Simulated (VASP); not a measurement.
Energy against volume of Ni (fcc). Computed with optB86b-vdW, VASP's PBE PAW potentials (set 64) (plane waves; VASP 6.6.1).

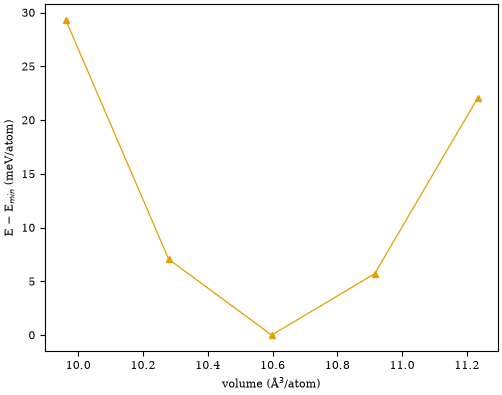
Figure: Energy against volume

**Question.** Estimate the equilibrium volume and the bulk modulus.

**Answer.** The minimum lies near 10.6 Å³/atom, and the curvature gives B0 of about 210 GPa.

Measured: bulk modulus 192 GPa at 0 K (computed value off by +10.4 %), as given by Daniel Mejia-Rodriguez et al., Physical Review B (2018), arXiv:1807.09216 [0 K value with the zero-point phonon effect removed]; a 3.508 Å at 0 K (computed value off by -0.6 %), as given by Daniel Mejia-Rodriguez et al., Physical Review B (2018), arXiv:1807.09216 [static lattice: zero-point anharmonic expansion removed].

The compound is Ni in the fcc structure. It was relaxed first.
